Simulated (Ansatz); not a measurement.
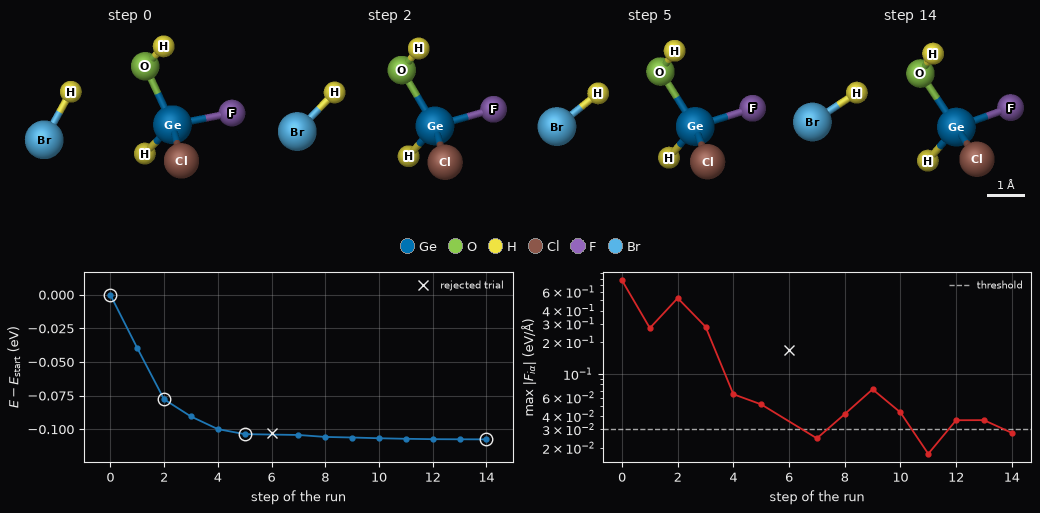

Frames of a relaxation of GeH3OBrClF, marked on the history of the run. A ball-and-stick model, seen at a tilt.

The run prepares an end point of a later path (reaction) calculation, from a guessed geometry.

Level of theory: RKS PBE-D4/def2-SVP in Ansatz 0.2.0. Settings: no spin polarisation; force threshold 0.03 eV/Å; at most 50 steps.

**What happens along the run?**

The largest move after the best rigid fit is that of the Br atom, 0.59 Å. By element the largest moves are Br 0.59 Å, Cl 0.43 Å, H 0.41 Å, O 0.26 Å, F 0.24 Å, Ge 0.13 Å. Among the contacts that change: Br–H 1.506 → 1.462 Å, Ge–O 1.780 → 1.794 Å, Cl–Ge 2.156 → 2.151 Å. Over 13 accepted moves (14 points after the start) the energy falls by 0.107 eV. Largest force component: 0.77 eV/Å at the start, 0.028 eV/Å at the end. The line search rejected the trial step at point 6 of the run. The forces were under the threshold at step 7, but the run went on from there. The run took 31 s on 4 threads of Intel(R) Xeon(R) Platinum 8259CL CPU @ 2.50GHz (Skylake/Cascade Lake), on a shared host, peak memory 0.22 GiB. From step 0 to 2: the Br atom moves most (0.30 Å), energy −0.078 eV. From step 2 to 5: an H atom moves most (0.15 Å), energy −0.026 eV. From step 5 to 14: Cl and Br atoms move most (0.26 Å), energy −0.004 eV.

| step | E − E(0), eV | largest force component, eV/Å | note |
| --- | --- | --- | --- |
| 0 | 0.0000 | 0.7732 |  |
| 1 | -0.0395 | 0.2737 |  |
| 2 | -0.0777 | 0.5258 |  |
| 3 | -0.0904 | 0.2817 |  |
| 4 | -0.0998 | 0.0647 |  |
| 5 | -0.1036 | 0.0518 |  |
| 6 | -0.1028 | 0.1715 | rejected |
| 7 | -0.1042 | 0.0247 |  |
| 8 | -0.1056 | 0.0419 |  |
| 9 | -0.1061 | 0.0720 |  |
| 10 | -0.1066 | 0.0435 |  |
| 11 | -0.1070 | 0.0176 |  |
| 12 | -0.1073 | 0.0367 |  |
| 13 | -0.1074 | 0.0368 |  |
| 14 | -0.1074 | 0.0279 |  |

Limits of the set-up: the start holds two separate molecules, 2.2 Å apart at their closest, whose relative position is a soft coordinate.
